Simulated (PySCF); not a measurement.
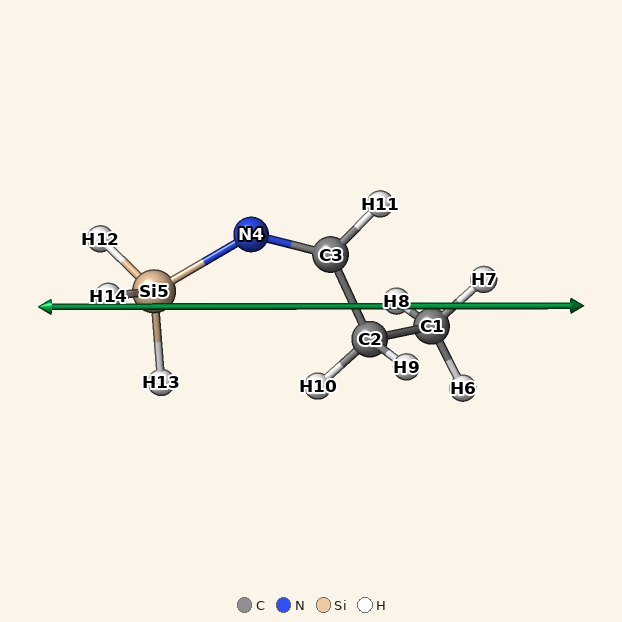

The double arrow shows the direction of the transition dipole to excited singlet state 8 (its length means nothing). The geometry was computed by an optimisation with PBE0-D3(BJ)/def2-SVP. No frequency run is at hand to confirm it as a minimum. Properties computed with TDDFT PBE/def2-SVPD, vertical, gas phase, core orbitals frozen in the response (PySCF 2.14.0).

**How is the transition polarised?**

Close to the long direction C1···Si5.

**Give its energy, strength and character.**

6.46 eV (192 nm), oscillator strength 0.18, mainly HOMO−1 → LUMO (weight 0.52); transition dipole 2.74 D.
